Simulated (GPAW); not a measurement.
# A C chain with one bond drawn out by 0.6 Å: converging a transmission, part 2 of 3

Aim: the cheapest settings that leave the conductance of a C chain with one bond drawn out by 0.6 Å unchanged.

GPAW 26.7.0; GPAW LCAO, PAW setups; Landauer transmission from Green's functions with principal layers (ASE), zero bias.

So far, transmission at the Fermi level (one spin): 0.899 in steps 2, 3, 4, 5 and 6.

### Step 8. Density threshold: conv = 0.1

The Hamiltonian is taken from the last density. The density threshold is one of the tests that end the cycle; the energy must settle too, so a loose value may not be the test that decides.

This step: GPAW LCAO, PAW setups; Landauer transmission from Green's functions with principal layers (ASE), zero bias (GPAW 26.7.0).

run.py

```python
import json
import numpy as np
from ase import Atoms
from ase.transport.calculators import TransportCalculator
from gpaw import GPAW, FermiDirac
from gpaw.lcao.tools import get_lcao_hamiltonian
from scipy.linalg import eigh

# The junction with lead layers at both ends, along the third cell vector
device = Atoms(
    ['C', 'C', 'C', 'C', 'C', 'C', 'C', 'C', 'C', 'C', 'C', 'C'],
    positions=[
        [4.50000, 4.50000, 0.64000],
        [4.50000, 4.50000, 1.92000],
        [4.50000, 4.50000, 3.20000],
        [4.50000, 4.50000, 4.48000],
        [4.50000, 4.50000, 5.76000],
        [4.50000, 4.50000, 7.04000],
        [4.50000, 4.50000, 8.92000],
        [4.50000, 4.50000, 10.20000],
        [4.50000, 4.50000, 11.48000],
        [4.50000, 4.50000, 12.76000],
        [4.50000, 4.50000, 14.04000],
        [4.50000, 4.50000, 15.32000]],
    cell=[[9.0, 0.0, 0.0], [0.0, 9.0, 0.0], [0.0, 0.0, 15.96]],
    pbc=True)

# One principal layer of the lead: the first 4 atoms of the device
lead = Atoms(
    ['C', 'C', 'C', 'C'],
    positions=[
        [4.50000, 4.50000, 0.64000],
        [4.50000, 4.50000, 1.92000],
        [4.50000, 4.50000, 3.20000],
        [4.50000, 4.50000, 4.48000]],
    cell=[[9.0, 0.0, 0.0], [0.0, 9.0, 0.0], [0.0, 0.0, 5.12]],
    pbc=True)

settings = dict(mode='lcao', basis='szp(dzp)', xc='PBE', h=0.2,
                occupations=FermiDirac(0.1), maxiter=250,
                mixer=dict(beta=0.1, nmaxold=8, weight=100.0),
                convergence=dict(density=0.1))
energies = np.arange(-3, 3 + 1e-9, 0.075)
eta = 0.0001
n1, n2 = 1, 1
# k and -k transmit alike, so half of the mesh across the current serves
mesh = [(i, j) for i in range(n1) for j in range(n2) if (i, j) <= (-i % n1, -j % n2)]
weights = np.array([1 if (i, j) == (-i % n1, -j % n2) else 2 for i, j in mesh]) / (n1 * n2)

# [... helper functions left out ...]
fermi_lead = ground_state(lead, (1, 1, 22), 'lead.txt')
fermi_device = ground_state(device, (1, 1, 5), 'device.txt')
# [... loop over the mesh left out, but for ...]
        # Shift the lead onto the potential of the device's first layer
        shift = ((H[:, 0, 0] - H0[:, 0, 0]) / S0[0, 0]).real.mean()
# [...]
kT = 8.617333e-5 * 77
bias = [0.1, 0.2, 0.5, 1.0, 1.5, 2.0]
# [... integrals and printing left out ...]
```

Run with:

```bash
OMP_NUM_THREADS=1 OPENBLAS_NUM_THREADS=1 python run.py
```

The log of the run:

```text
basis functions: device 108, principal layer 36
Fermi level: lead -6.8446 eV, device -6.7497 eV; lead shifted by -0.0221 eV
largest coupling past the next layer 1.03e-04 eV, largest misfit of the first layer 0.179 eV
  E-E_F (eV)   T (one spin)  [channel counts left out]
    -3.000    4.2951e-01
    -2.925    4.4177e-01
    -2.850    4.5348e-01
    -2.775    4.6470e-01
    -2.700    4.7549e-01
    -2.625    4.8593e-01
    -2.550    4.9613e-01
    -2.475    5.0617e-01
    -2.400    5.1617e-01
    -2.325    5.2621e-01
    -2.250    5.3639e-01
    -2.175    5.4679e-01
    -2.100    5.5748e-01
    -2.025    5.6853e-01
    -1.950    5.7999e-01
    -1.875    5.9190e-01
[...]
2.475    8.1566e-01
     2.550    8.1555e-01
     2.625    8.1575e-01
     2.700    8.1625e-01
     2.775    8.1703e-01
     2.850    8.1807e-01
     2.925    8.1935e-01
     3.000    8.2083e-01
conductance at 77 K: 0.90032 G0 a cell; thermopower -0.1172 uV/K
current from the zero-bias T(E) at 0.1 V: 6.9747 uA
current from the zero-bias T(E) at 0.2 V: 13.946 uA
current from the zero-bias T(E) at 0.5 V: 34.8 uA
current from the zero-bias T(E) at 1.0 V: 69.153 uA
current from the zero-bias T(E) at 1.5 V: 102.67 uA
current from the zero-bias T(E) at 2.0 V: 135.06 uA
```

Elapsed: 13 s, on 1 thread of Arm Neoverse V1, shared host; peak memory 0.51 GiB.

Numbers from this step:

| Item | Value |
| --- | --- |
| conductance | 0.9003 G₀ |
| largest misfit of the first principal layer | 0.1785 eV |
| shift that aligns the lead | -0.02208 eV |
| transmission at the Fermi level (one spin) | 0.9004 |

One spin. Transmission, zone mean against energy, zero at the Fermi level:

```csv
energy (eV),"transmission, zone mean"
-3.0000,0.430
-2.7750,0.465
-2.4750,0.506
-2.2500,0.536
-2.0250,0.569
-1.7250,0.617
-1.5000,0.658
-1.2750,0.703
-0.9750,0.764
-0.7500,0.807
-0.5250,0.845
-0.2250,0.883
0.0000,0.900
0.2250,0.908
0.3000,0.909
0.5250,0.906
0.7500,0.896
0.9750,0.883
1.2750,0.863
1.5000,0.849
1.7250,0.836
2.0250,0.824
2.2500,0.818
2.4750,0.816
2.7750,0.817
3.0000,0.821
```

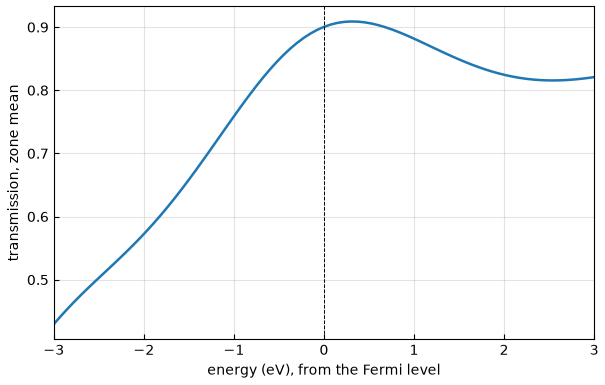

Transmission, zone mean, plotted against energy.

Not self-consistent under bias; the bias window is split evenly. The current through one cell, from the zero-bias transmission by bias:

```csv
bias (V),"current through one cell, from the zero-bias transmission (μA)"
0.100,6.97
0.200,13.9
0.500,34.8
1.000,69.2
1.500,103
2.000,135
```

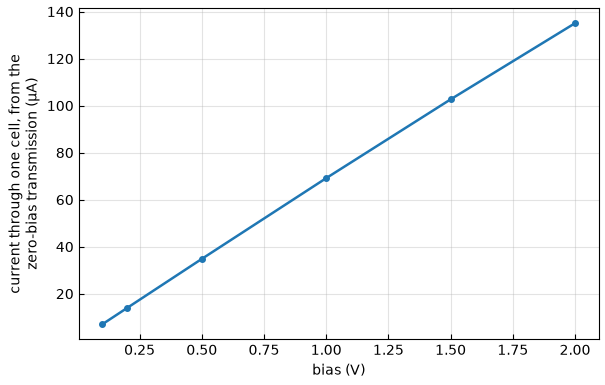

Current through one cell, from the zero-bias transmission, plotted against bias.

The conductance equals that of the base run to 0.2 %.

### Step 9. Varying the density threshold: conv = 0.01

run.py: that of step 8 with these lines changed.

```diff
@@ -41,3 +41,3 @@
                 mixer=dict(beta=0.1, nmaxold=8, weight=100.0),
-                convergence=dict(density=0.1))
+                convergence=dict(density=0.01))
 energies = np.arange(-3, 3 + 1e-9, 0.075)
```

The log of the run:

```text
basis functions: device 108, principal layer 36
Fermi level: lead -6.8425 eV, device -6.7497 eV; lead shifted by -0.0224 eV
largest coupling past the next layer 1.03e-04 eV, largest misfit of the first layer 0.179 eV
  E-E_F (eV)   T (one spin)  [channel counts left out]
    -3.000    4.2965e-01
    -2.925    4.4192e-01
    -2.850    4.5365e-01
    -2.775    4.6486e-01
    -2.700    4.7565e-01
    -2.625    4.8608e-01
    -2.550    4.9625e-01
    -2.475    5.0627e-01
    -2.400    5.1623e-01
    -2.325    5.2624e-01
    -2.250    5.3639e-01
    -2.175    5.4676e-01
    -2.100    5.5742e-01
    -2.025    5.6845e-01
    -1.950    5.7989e-01
    -1.875    5.9177e-01
[...]
2.475    8.1566e-01
     2.550    8.1556e-01
     2.625    8.1577e-01
     2.700    8.1629e-01
     2.775    8.1708e-01
     2.850    8.1814e-01
     2.925    8.1942e-01
     3.000    8.2092e-01
conductance at 77 K: 0.90046 G0 a cell; thermopower -0.1169 uV/K
current from the zero-bias T(E) at 0.1 V: 6.9758 uA
current from the zero-bias T(E) at 0.2 V: 13.948 uA
current from the zero-bias T(E) at 0.5 V: 34.806 uA
current from the zero-bias T(E) at 1.0 V: 69.162 uA
current from the zero-bias T(E) at 1.5 V: 102.68 uA
current from the zero-bias T(E) at 2.0 V: 135.07 uA
```

Run time: 13 s. Hardware: 1 thread; peak memory 0.51 GiB.

Numbers from this step:

```yaml
conductance: 0.9005 G₀
shift_that_aligns_the_lead: -0.02241 eV
transmission_at_the_fermi_level_one_spin: 0.9005
```

One spin. Table of transmission, zone mean by energy, zero at the Fermi level:

```csv
energy (eV),"transmission, zone mean"
-3.0000,0.430
-2.7750,0.465
-2.4750,0.506
-2.2500,0.536
-2.0250,0.568
-1.7250,0.617
-1.5000,0.658
-1.2750,0.703
-0.9750,0.764
-0.7500,0.807
-0.5250,0.845
-0.2250,0.883
0.0000,0.901
0.2250,0.908
0.3000,0.909
0.5250,0.906
0.7500,0.896
0.9750,0.883
1.2750,0.863
1.5000,0.849
1.7250,0.836
2.0250,0.824
2.2500,0.818
2.4750,0.816
2.7750,0.817
3.0000,0.821
```

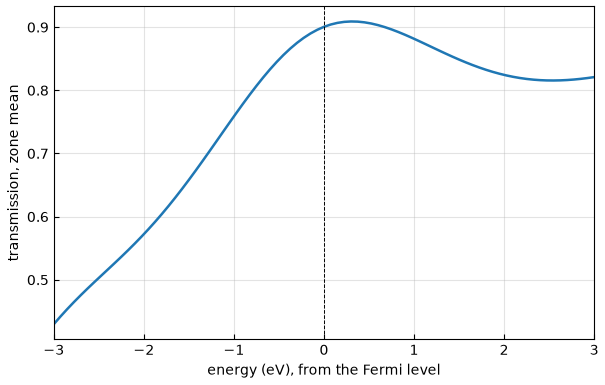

Transmission, zone mean, plotted against energy.

Not self-consistent under bias; the bias window is split evenly. Current through one cell, from the zero-bias transmission against bias:

```csv
bias (V),"current through one cell, from the zero-bias transmission (μA)"
0.100,6.98
0.200,13.9
0.500,34.8
1.000,69.2
1.500,103
2.000,135
```

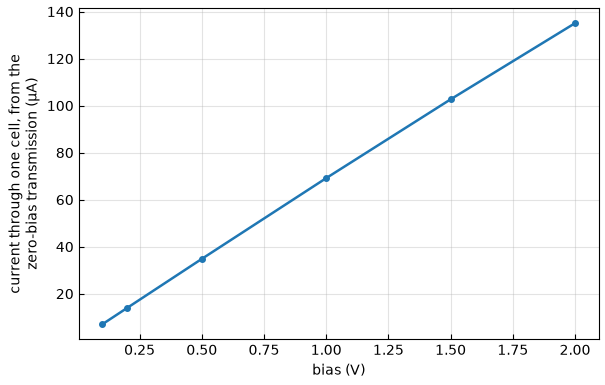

Current through one cell, from the zero-bias transmission, plotted against bias.

The conductance equals that of the base run to 0.2 %.

### Step 10. Varying the density threshold: conv = 0.001

run.py: that of step 9 with these lines changed.

```diff
@@ -41,3 +41,3 @@
                 mixer=dict(beta=0.1, nmaxold=8, weight=100.0),
-                convergence=dict(density=0.01))
+                convergence=dict(density=0.001))
 energies = np.arange(-3, 3 + 1e-9, 0.075)
```

The log of the run:

```text
basis functions: device 108, principal layer 36
Fermi level: lead -6.8425 eV, device -6.7532 eV; lead shifted by -0.0096 eV
largest coupling past the next layer 1.03e-04 eV, largest misfit of the first layer 0.176 eV
  E-E_F (eV)   T (one spin)  [channel counts left out]
    -3.000    4.3617e-01
    -2.925    4.4729e-01
    -2.850    4.5784e-01
[...]
2.925    8.1941e-01
     3.000    8.2082e-01
conductance at 77 K: 0.89966 G0 a cell; thermopower -0.1093 uV/K
current from the zero-bias T(E) at 0.1 V: 6.9696 uA
current from the zero-bias T(E) at 0.2 V: 13.936 uA
current from the zero-bias T(E) at 0.5 V: 34.775 uA
current from the zero-bias T(E) at 1.0 V: 69.103 uA
current from the zero-bias T(E) at 1.5 V: 102.59 uA
current from the zero-bias T(E) at 2.0 V: 134.96 uA
```

It took 14 s on 1 thread; peak memory 0.51 GiB.

The conductance equals that of the base run to 0.2 %.

### Step 11. Density threshold: conv = 1e-06

run.py: that of step 10 with these lines changed.

```diff
@@ -41,3 +41,3 @@
                 mixer=dict(beta=0.1, nmaxold=8, weight=100.0),
-                convergence=dict(density=0.001))
+                convergence=dict(density=1e-06))
 energies = np.arange(-3, 3 + 1e-9, 0.075)
```

The log of the run:

```text
basis functions: device 108, principal layer 36
Fermi level: lead -6.8417 eV, device -6.7534 eV; lead shifted by -0.0116 eV
largest coupling past the next layer 1.03e-04 eV, largest misfit of the first layer 0.177 eV
  E-E_F (eV)   T (one spin)  [channel counts left out]
    -3.000    4.3555e-01
    -2.925    4.4680e-01
    -2.850    4.5747e-01
[...]
2.925    8.1831e-01
     3.000    8.1973e-01
conductance at 77 K: 0.89946 G0 a cell; thermopower -0.1101 uV/K
current from the zero-bias T(E) at 0.1 V: 6.968 uA
current from the zero-bias T(E) at 0.2 V: 13.933 uA
current from the zero-bias T(E) at 0.5 V: 34.767 uA
current from the zero-bias T(E) at 1.0 V: 69.085 uA
current from the zero-bias T(E) at 1.5 V: 102.56 uA
current from the zero-bias T(E) at 2.0 V: 134.91 uA
```

It took 24 s on 1 thread; peak memory 0.52 GiB.

One spin. Table of transmission, zone mean by energy, zero at the Fermi level:

```csv
energy (eV),"transmission, zone mean"
-3.000,0.436
-2.475,0.506
-2.025,0.566
-1.500,0.657
-0.975,0.764
-0.525,0.845
0.000,0.900
0.300,0.907
0.525,0.903
0.975,0.880
1.500,0.846
2.025,0.822
2.475,0.815
3.000,0.820
```

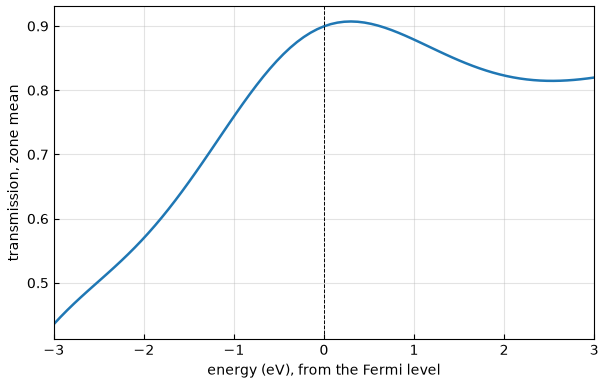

Transmission, zone mean against energy.

The conductance equals that of the base run to 0.2 %.

### Step 12. Convergence in the density threshold

The runs and the base run on one axis.

This step: convergence of the conductance (GPAW 26.7.0).

The conductance stays at 0.900 G₀ for log10 of the density threshold from -6 to -1.

### Step 13. Varying the k-points along the lead: lead_nz = 2

The lead's own mesh along the current sets its density and potential; where the lead is aligned to the junction's end layer, a rigid shift drops out.

This step: GPAW LCAO, PAW setups; Landauer transmission from Green's functions with principal layers (ASE), zero bias (GPAW 26.7.0).

run.py: that of step 11 with these lines changed.

```diff
@@ -41,3 +41,3 @@
                 mixer=dict(beta=0.1, nmaxold=8, weight=100.0),
-                convergence=dict(density=1e-06))
+                convergence=dict(density=0.0001))
 energies = np.arange(-3, 3 + 1e-9, 0.075)
@@ -50,3 +50,3 @@
 # [... helper functions left out ...]
-fermi_lead = ground_state(lead, (1, 1, 22), 'lead.txt')
+fermi_lead = ground_state(lead, (1, 1, 2), 'lead.txt')
 fermi_device = ground_state(device, (1, 1, 5), 'device.txt')
```

The log of the run:

```text
basis functions: device 108, principal layer 36
Fermi level: lead -6.7363 eV, device -6.7534 eV; lead shifted by -0.0243 eV
largest coupling past the next layer 1.03e-04 eV, largest misfit of the first layer 0.177 eV
  E-E_F (eV)   T (one spin)  [channel counts left out]
    -3.000    4.4055e-01
    -2.925    4.5258e-01
    -2.850    4.6366e-01
    -2.775    4.7390e-01
    -2.700    4.8342e-01
    -2.625    4.9239e-01
    -2.550    5.0096e-01
    -2.475    5.0931e-01
    -2.400    5.1760e-01
    -2.325    5.2598e-01
    -2.250    5.3460e-01
    -2.175    5.4358e-01
    -2.100    5.5302e-01
    -2.025    5.6301e-01
    -1.950    5.7362e-01
    -1.875    5.8489e-01
[...]
2.475    8.1434e-01
     2.550    8.1479e-01
     2.625    8.1554e-01
     2.700    8.1656e-01
     2.775    8.1782e-01
     2.850    8.1930e-01
     2.925    8.2097e-01
     3.000    8.2280e-01
conductance at 77 K: 0.90475 G0 a cell; thermopower -0.1003 uV/K
current from the zero-bias T(E) at 0.1 V: 7.0089 uA
current from the zero-bias T(E) at 0.2 V: 14.014 uA
current from the zero-bias T(E) at 0.5 V: 34.963 uA
current from the zero-bias T(E) at 1.0 V: 69.43 uA
current from the zero-bias T(E) at 1.5 V: 102.97 uA
current from the zero-bias T(E) at 2.0 V: 135.29 uA
```

It took 16 s on 1 thread; peak memory 0.51 GiB.

This step gave:

- conductance: 0.9047 G₀
- shift that aligns the lead: -0.02431 eV
- transmission at the Fermi level (one spin): 0.9048

One spin. The transmission, zone mean by energy, zero at the Fermi level:

```csv
energy (eV),"transmission, zone mean"
-3.000,0.441
-2.475,0.509
-2.025,0.563
-1.500,0.651
-0.975,0.763
-0.525,0.850
0.000,0.905
0.225,0.910
0.525,0.904
0.975,0.877
1.500,0.842
2.025,0.819
2.475,0.814
3.000,0.823
```

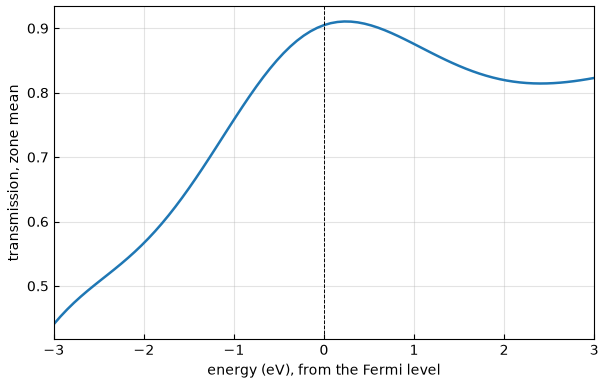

Transmission, zone mean against energy.

Not self-consistent under bias; the bias window is split evenly. The current through one cell, from the zero-bias transmission by bias:

```csv
bias (V),"current through one cell, from the zero-bias transmission (μA)"
0.100,7.01
0.200,14.0
0.500,35.0
1.000,69.4
1.500,103
2.000,135
```

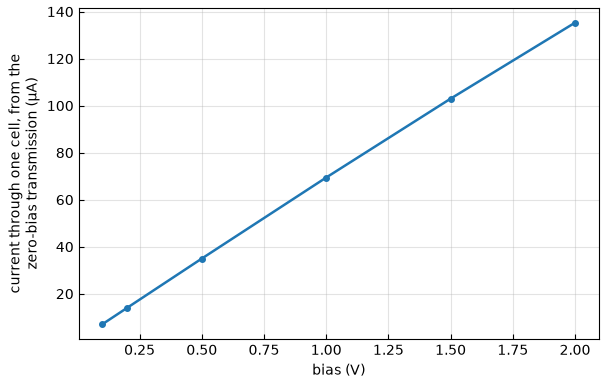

Current through one cell, from the zero-bias transmission against bias.

The conductance, 0.905 G₀, lies 0.6 % above that of the base run.

### Step 14. K-points along the lead: lead_nz = 4

run.py: that of step 13 with these lines changed.

```diff
@@ -50,3 +50,3 @@
 # [... helper functions left out ...]
-fermi_lead = ground_state(lead, (1, 1, 2), 'lead.txt')
+fermi_lead = ground_state(lead, (1, 1, 4), 'lead.txt')
 fermi_device = ground_state(device, (1, 1, 5), 'device.txt')
```

The log of the run:

```text
basis functions: device 108, principal layer 36
Fermi level: lead -6.8163 eV, device -6.7534 eV; lead shifted by -0.0155 eV
largest coupling past the next layer 1.03e-04 eV, largest misfit of the first layer 0.177 eV
  E-E_F (eV)   T (one spin)  [channel counts left out]
    -3.000    4.3677e-01
    -2.925    4.4821e-01
    -2.850    4.5898e-01
    -2.775    4.6918e-01
    -2.700    4.7891e-01
    -2.625    4.8830e-01
    -2.550    4.9747e-01
    -2.475    5.0655e-01
    -2.400    5.1566e-01
    -2.325    5.2492e-01
    -2.250    5.3442e-01
    -2.175    5.4426e-01
    -2.100    5.5451e-01
    -2.025    5.6523e-01
    -1.950    5.7648e-01
    -1.875    5.8829e-01
[...]
2.475    8.1458e-01
     2.550    8.1463e-01
     2.625    8.1499e-01
     2.700    8.1562e-01
     2.775    8.1651e-01
     2.850    8.1764e-01
     2.925    8.1898e-01
     3.000    8.2050e-01
conductance at 77 K: 0.90073 G0 a cell; thermopower -0.1076 uV/K
current from the zero-bias T(E) at 0.1 V: 6.9779 uA
current from the zero-bias T(E) at 0.2 V: 13.952 uA
current from the zero-bias T(E) at 0.5 V: 34.814 uA
current from the zero-bias T(E) at 1.0 V: 69.168 uA
current from the zero-bias T(E) at 1.5 V: 102.66 uA
current from the zero-bias T(E) at 2.0 V: 135 uA
```

Wall time 16 s (1 thread); peak memory 0.51 GiB.

Numbers from this step:

```
conductance                                : 0.9007 G₀
shift that aligns the lead                 : -0.01551 eV
transmission at the Fermi level (one spin) : 0.9008
```

One spin. Transmission, zone mean against energy, zero at the Fermi level:

```csv
energy (eV),"transmission, zone mean"
-3.000,0.437
-2.475,0.507
-2.025,0.565
-1.500,0.656
-0.975,0.764
-0.525,0.846
0.000,0.901
0.300,0.908
0.525,0.904
0.975,0.880
1.500,0.845
2.025,0.821
2.475,0.815
3.000,0.821
```

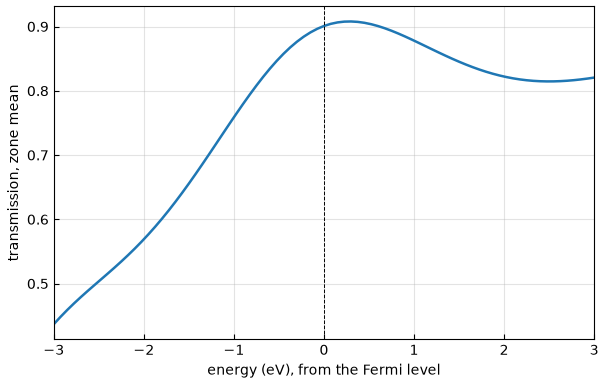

Transmission, zone mean, plotted against energy.

Not self-consistent under bias; the bias window is split evenly. Table of current through one cell, from the zero-bias transmission by bias:

```csv
bias (V),"current through one cell, from the zero-bias transmission (μA)"
0.100,6.98
0.200,14.0
0.500,34.8
1.000,69.2
1.500,103
2.000,135
```

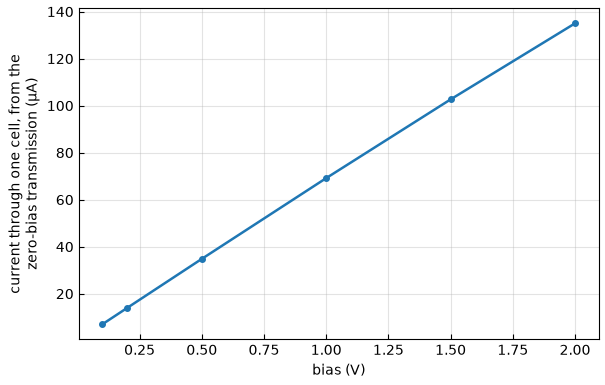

Current through one cell, from the zero-bias transmission against bias.

The conductance equals that of the base run to 0.2 %.

[end of part 2 of 3]

[Logs are printed without paths, hosts, clocks, repeated set-up lines and the standing remarks that a program may print on its own settings, such as how far it seeks lower states.]

[Hosts, paths, dates, database ids (printed as entryN), source tags and the programs' standing remarks are cut or masked in the printed files.]
